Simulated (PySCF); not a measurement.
# Br$_{4}$Sn, SMILES `Br[Sn](Br)(Br)Br`: electronic structure

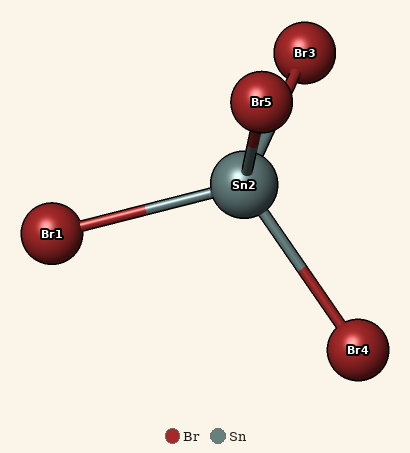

The molecule, with its atoms numbered as below. No frequency check shows the geometry to be a minimum.

Geometry (Å), atoms numbered from 1:

```
Br1      1.9454   -0.7464    1.4729
Sn2     -0.0000   -0.0001   -0.0001
Br3     -1.9454    0.7464    1.4729
Br4     -0.7465   -1.9450   -1.4729
Br5      0.7465    1.9451   -1.4729
```

### 1. Bonding charge

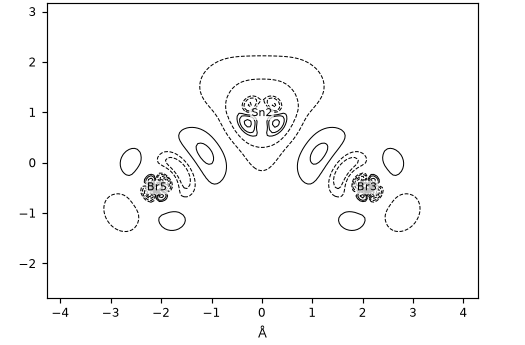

Deformation density (molecule less spherical, spin-averaged free atoms) in the plane of Sn2, Br3 and Br5; contours at ±0.05 to ±0.8 e/Å³; solid lines: gain, dashed lines: loss.

PySCF calculation, ωB97X/def2-TZVP, gas phase; geometry: GFN2-xTB. Core potentials replace the inner electrons of Sn; spin–orbit coupling isn't included.

How much density has each bond in this plane gained at its critical point, relative to the free atoms?

Answer. Sn2–Br5 and Sn2–Br3: +0.09 e/Å³ at the bond critical point (bond length 2.55 Å, Mayer order 1.0). In all, 1.3 electrons gather in the regions of gain relative to the promolecule. A small or negative value marks a very polar bond, one between electron-rich atoms, whose free-atom densities already overlap strongly, a long bond to a heavier atom, or a closed-shell contact such as a hydrogen bond.

Where do the Hirshfeld charges lie?

Answer. The highest Hirshfeld charge is on Sn2 (+0.47 e), the lowest on Br1, Br3, Br4 and Br5 (−0.12 e).

### 2. Bond critical points

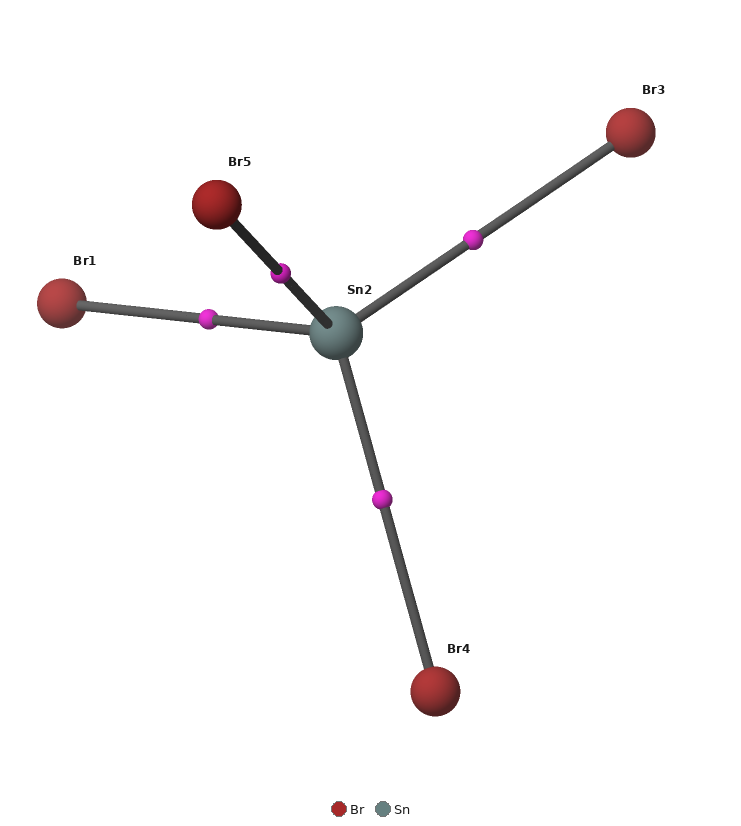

Molecular graph of the electron density (QTAIM): bond paths, bond critical points (magenta), ring points (cyan, if any); weak paths are dashed.

How many critical points of each kind are there, and does the count close?

Answer. 5 nuclei, 4 bond, 0 ring and 0 cage critical points: 5 − 4 + 0 − 0 = 1, as the Poincaré–Hopf relation requires.

Tabulate density, Laplacian, ellipticity and energy density at the bond critical points (atomic units).

Answer.
```json
{"bond": "Sn2–Br4 (4 alike)", "length (Å)": "2.551", "ρ (a.u.)": "0.072", "∇²ρ (a.u.)": "+0.07", "ε": "0.00", "H (a.u.)": "−0.022"}
```

What kind of interaction is Sn2–Br4?

Answer. Polar or intermediate (positive Laplacian, negative energy density H): ρ = 0.072, ∇²ρ = +0.07, H = −0.022 a.u.

### 3. Electrostatic potential

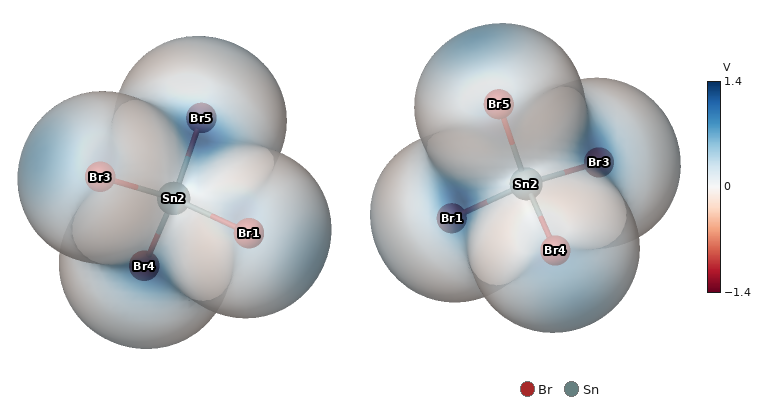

Electrostatic potential on the surface of electron density 0.001 a.u. (back view left, front view right).

Where are the extremes of the potential on the surface?

Answer. Highest: 1.31 V, 2.3 Å from Sn2. Further maxima include 0.63 V, 2.1 Å from Br4. Lowest: −0.12 V, 2.2 Å from Br1, and at like points elsewhere. The surface is sampled at points, so like sites can differ by a few per cent and only the strongest of them is named.

Does Br4 carry a σ-hole?

Answer. Yes: a local maximum of +0.63 V lies on the extension of the Sn2–Br4 bond.

### 4. In an electric field

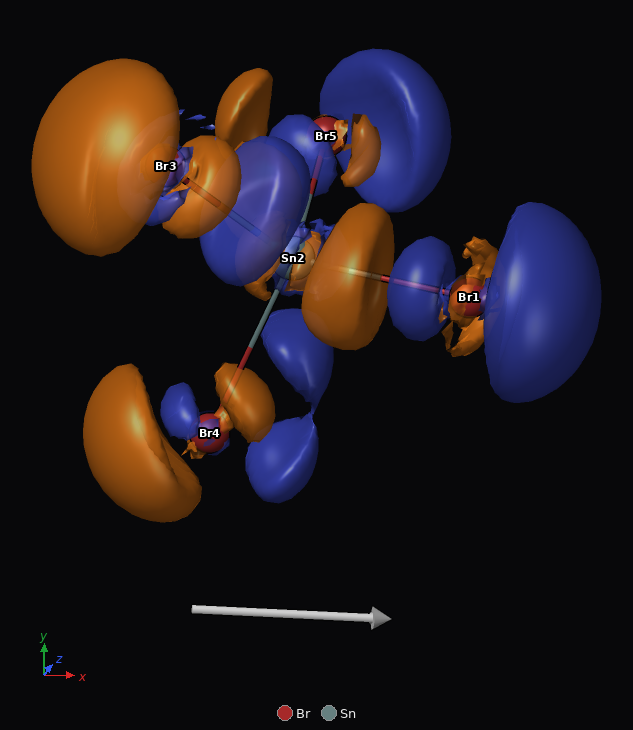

Change of the electron density in a uniform field of 0.21 V/Å along +x (arrow), surfaces at ±0.002 e/Å³ (orange: gain, blue: loss).

PySCF calculation, ωB97X/def2-TZVP, gas phase; geometry: GFN2-xTB. Core potentials replace the inner electrons of Sn; spin–orbit coupling isn't included. A basis without diffuse functions makes polarisabilities too small.

How large is the response?

Answer. The induced dipole is 1.30 D (along the field); α along this axis, from the fields in both directions, is 128 bohr³ (18.9 Å³).

Which atoms gain and lose the most charge?

Answer. Electrons gather most on Br3 (Hirshfeld charge changes by −0.030 e) and leave Br1 most (+0.030 e); 0.096 electrons are displaced in all.
